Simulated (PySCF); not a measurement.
# C4H10OSi: what the fields show

The calculation's input:

```
{"job": {"kind": "uv", "xc": "B3LYP", "basis": "def2-SVPD", "nstates": 8, "ntriplets": 3}, "charge": 0, "multiplicity": 1}
C     -1.889517    -0.559247    -0.169992
C     -0.480041    -0.085587    -0.493062
C      0.594597    -0.951123     0.173366
C      1.878931    -0.125534     0.206195
O      1.561069     1.216201     0.504978
Si     0.030322     1.650433     0.129834
H     -2.074835    -0.514510     0.901111
H     -2.041268    -1.586816    -0.500411
H     -2.623028     0.070953    -0.667428
H     -0.343294    -0.138522    -1.578426
H      0.754714    -1.898875    -0.342422
H      0.289489    -1.165055     1.199920
H      2.578844    -0.482470     0.966736
H      2.380020    -0.154217    -0.768304
H      0.036041     2.665071    -0.919134
H     -0.659646     2.068243     1.345628
```

Run with:

```sh
OMP_NUM_THREADS=1 python probes_run.py task.json out
```

Geometry: GFN2-xTB.

Method: B3LYP/def2-SVPD, SCF density, gas phase (PySCF 2.14.0).

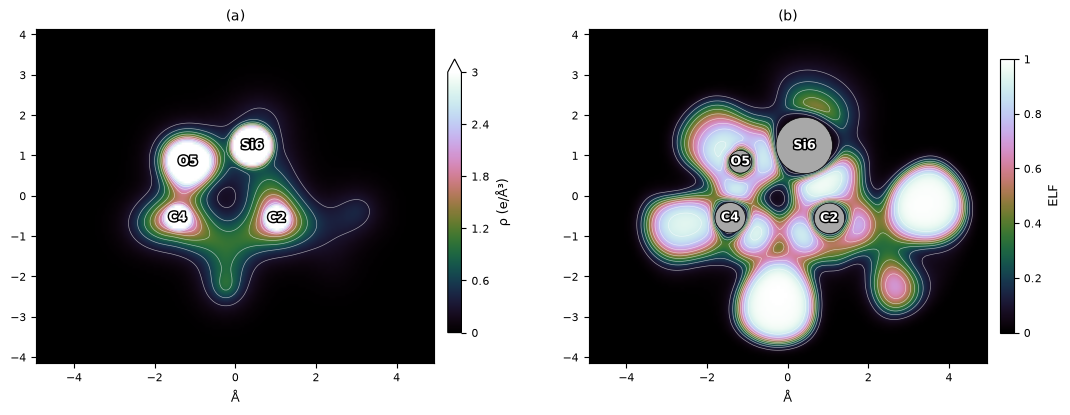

Figure 1. (a) electron density; (b) ELF on the plane of atoms C4, O5 and Si6. Grey discs cover the atomic cores in the ELF map.

**Interpret the plot.**

Atoms in the plane: C, O and Si.
C–O (1.41 Å): the density is about 2 e/Å³ at the midpoint, with its minimum of 1.7 e/Å³ about 0.5 Å from C; the ELF peaks at about 0.90 between the atoms; a polar covalent bond.
Si–O (1.63 Å): ρ at the midpoint is about 1.2 e/Å³; the ELF peaks at about 0.90 between the atoms; a polar covalent bond.
C–Si (1.91 Å): ρ at the midpoint is about 0.93 e/Å³; the ELF peaks at about 0.95 between the atoms, as expected for a covalent bond.
The ELF also peaks beside O5, away from the bonds: lone-pair regions.

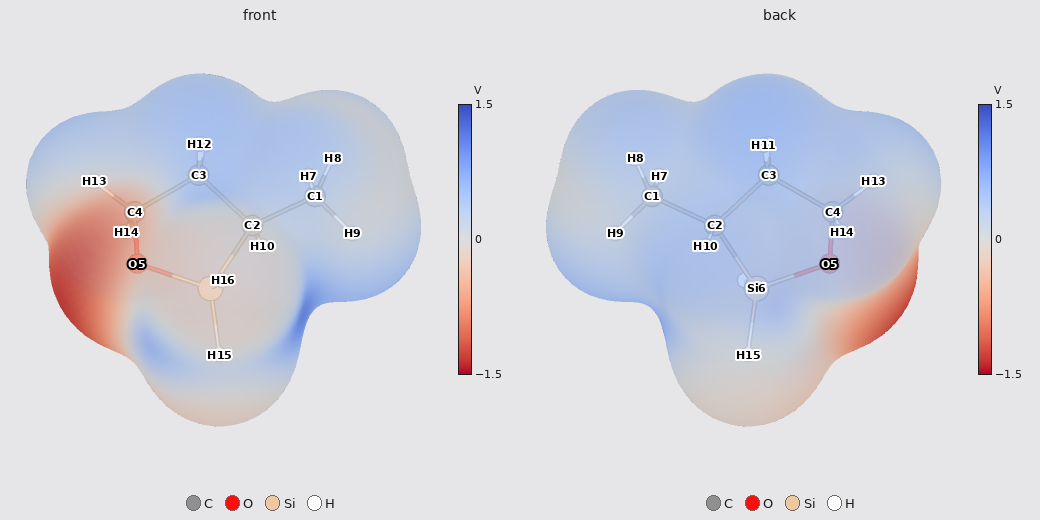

Figure 2. The electrostatic potential painted on the density surface at 0.001 e/bohr³, seen from the front and from behind; red is negative and blue positive.

**Describe the electrostatic potential map.**

The most negative region (about −1.3 V) lies over O5, the most positive (about +1.0 V) over Si6. O5 is the likeliest acceptor of a hydrogen bond.

**How polar is the molecule by this calculation?**

Its dipole moment is 1.65 D.
